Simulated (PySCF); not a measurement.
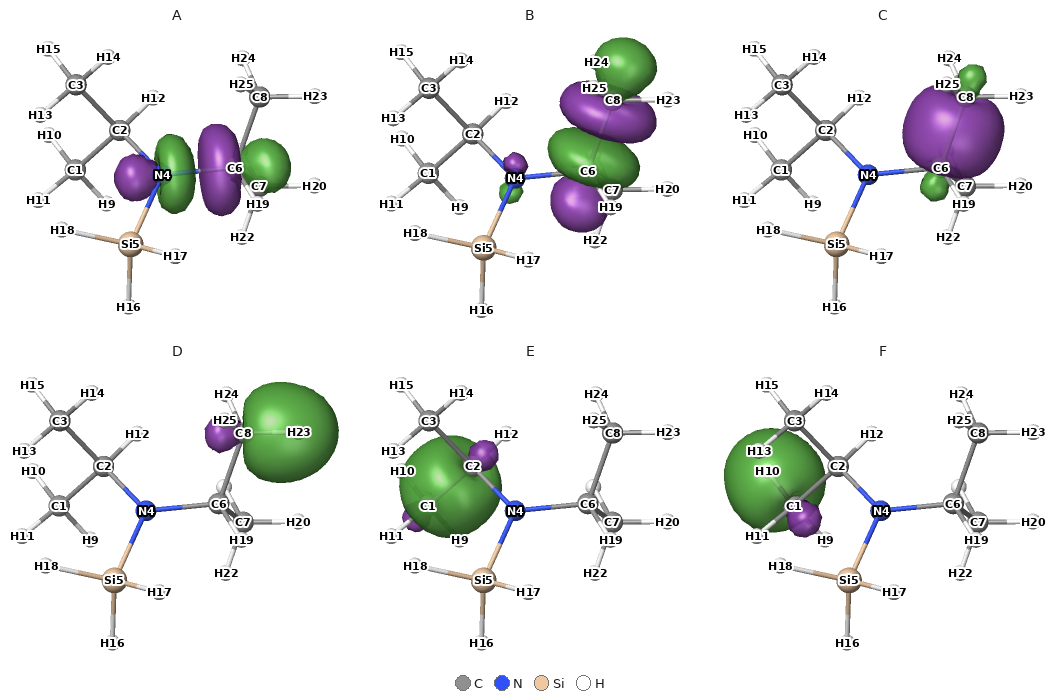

C$_{6}$H$_{17}$NSi, SMILES `CC(C)N([SiH3])C(C)C`. Intrinsic bond orbitals (IBO), occupied and valence-virtual; each surface holds about 85 % of the orbital's density. Energies are diagonal elements of the Fock matrix.

Computed with PySCF, M06-2X/def2-SVP, geometry: GFN2-xTB. No frequency check shows the geometry to be a minimum.

**Identify each orbital.**

By panel:
- A: σ* orbital C6–N4 (C6 57 %, N4 41 %; 12.2 eV)
- B: σ* orbital C6–C8 (C6 50 %, C8 49 %; 11.9 eV)
- C: σ bond C8–C6 (C8 50 %, C6 49 %; −15.9 eV)
- D: σ bond C8–H23 (C8 56 %, H23 43 %; −14.7 eV)
- E: σ bond C1–C2 (C1 50 %, C2 49 %; −15.9 eV)
- F: σ bond C1–H10 (C1 57 %, H10 43 %; −14.7 eV)
